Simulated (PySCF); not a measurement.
# CH3: a search over shapes

Which structure of CH3 lies lowest? The starts are trigonal pyramidal and trigonal planar; the spin state tried: doublet. Each end point is tested by its vibrations.

Program: PySCF 2.14.0. Level of theory: PBE, basis C def2-TZVP, H def2-TZVP, no relativity, density fitting. These are calculated values, not measurements.

## 1. The starting structure

4 atoms, charge 0, spin multiplicity 2.

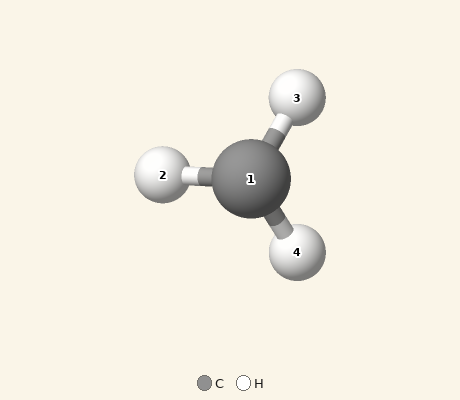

The starting geometry (carbon grey, hydrogen white); atoms are numbered from 1 in the order of the file.

Z-matrix (Å, degrees; charge 0 multiplicity 2):
```
C
H  1 1.0700
H  1 1.0700 2 99.76
H  1 1.0700 2 99.76 3 -101.77
```

## 2. Finding the electronic state

The steps below are one call of a driver around PySCF. For each, scf.py gives the equivalent set-up of the SCF; relaxations use the driver's own optimiser. After this first run the driver tries any further starts and a stability analysis.

scf.py reads:

```python
from pyscf import gto, scf, dft
mol = gto.M(atom='''
C      0.000000     0.000000     0.000000
H      0.944800     0.000000     0.502300
H     -0.472400     0.818200     0.502300
H     -0.472400    -0.818200     0.502300''',
    basis={'C': 'def2-TZVP', 'H': 'def2-TZVP'},
    charge=0, spin=1)
mf = dft.UKS(mol, xc='PBE')
mf.grids.atom_grid = (50, 194)
aux = {'C': 'def2-universal-JKFIT', 'H': 'def2-universal-JKFIT'}
mf = mf.density_fit(auxbasis=aux)
mf.conv_tol = 1e-08
mf.diis_space = 10
mf.max_cycle = 60
mf.init_guess = 'minao'
mf.verbose = 4
mf.kernel()
```

Launch:

```console
$ OMP_NUM_THREADS=2 python axn.py task.json out
```

The runs that follow: Relaxing the doublet from the trigonal pyramidal start; Is it a minimum? Harmonic modes; Relaxing the doublet from the trigonal planar start.

**Question.** What will these runs give? Wanted: lowest minimum; geometry; wavenumbers; dipole moment; highest occupied, lowest empty level; polar-tensor charge of C1; zero-point energy; atomisation energy; ⟨S²⟩.

**Answer**, as computed:

| quantity | value |
| --- | --- |
| lowest minimum | doublet, D3h |
| geometry | C–H 1.087 Å (×3); H–C–H 120.0° (×3) |
| wavenumbers (cm⁻¹) | 530 (a2''), 1358 (e'), 3054 (a1'), 3233 (e') |
| dipole moment | 0.00 D |
| highest occupied, lowest empty level (either spin) | -5.38, -2.84 eV |
| polar-tensor charge of C1 | -0.15 e |
| zero-point energy | 76.4 kJ/mol |
| entropy at 298.15 K | 194.8 J/(mol K) |
| atomisation energy (no zero-point energy) | 1295 kJ/mol |
| ⟨S²⟩ | 0.754 |

In words: The lowest minimum found is the doublet of D3h symmetry. The strongest infrared band lies at 530 cm⁻¹ (a2'', bend). Most of the spin sits on C1 (Mulliken spin 1.11, against 1 for the whole molecule). The density between C1 and H2 is high and ELF large, as in a shared bond. A search over typed starts can miss a lower isomer.
